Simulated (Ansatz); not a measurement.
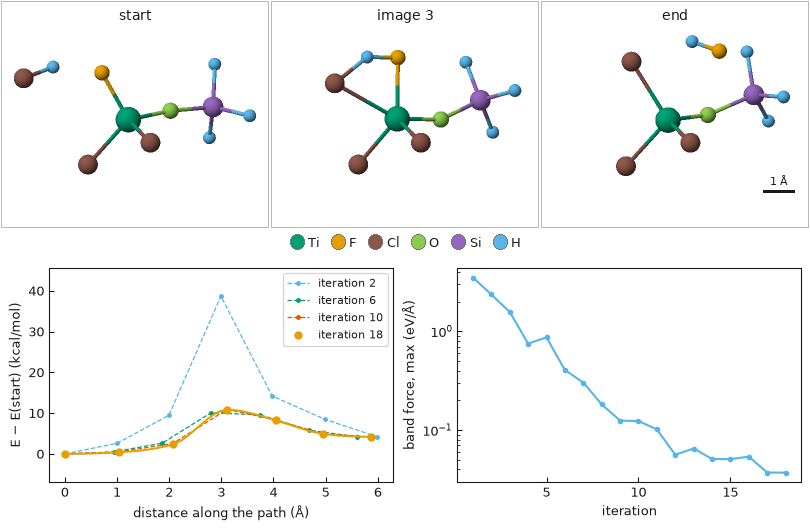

A search for the minimum-energy path of TiSiH₄OCl₃F by the nudged elastic band. Images are numbered from 0 (start) to 6 (end). The plot follows the band through its iterations. The picture is a ball-and-stick view, seen at a tilt.

Method: RKS PBE/def2-SVP in Ansatz 0.2.0. Run with 5 movable images; climbing image; force threshold 0.05 eV/Å; iteration limit 60; starting path through a guess of the saddle point.

Q: Judge this run.

A: The result is final at these settings. The band converged in 18 iterations. The largest component of the band force went from 3.5 to 0.037 eV/Å. The climbing image converged on the top of the path. Its vibrational analysis gives one imaginary mode (243i cm⁻¹), as a transition state must have. The first iteration put the highest image at 66.5 kcal/mol. Forward barrier 10.8 kcal/mol, backward barrier 6.6 kcal/mol, with image 3 at the top; the reaction energy is +4.2 kcal/mol.

Cost: 3.5 min on 4 threads of Intel(R) Xeon(R) Platinum 8488C (Sapphire Rapids), with other jobs on the host, peak memory 0.3 GiB.
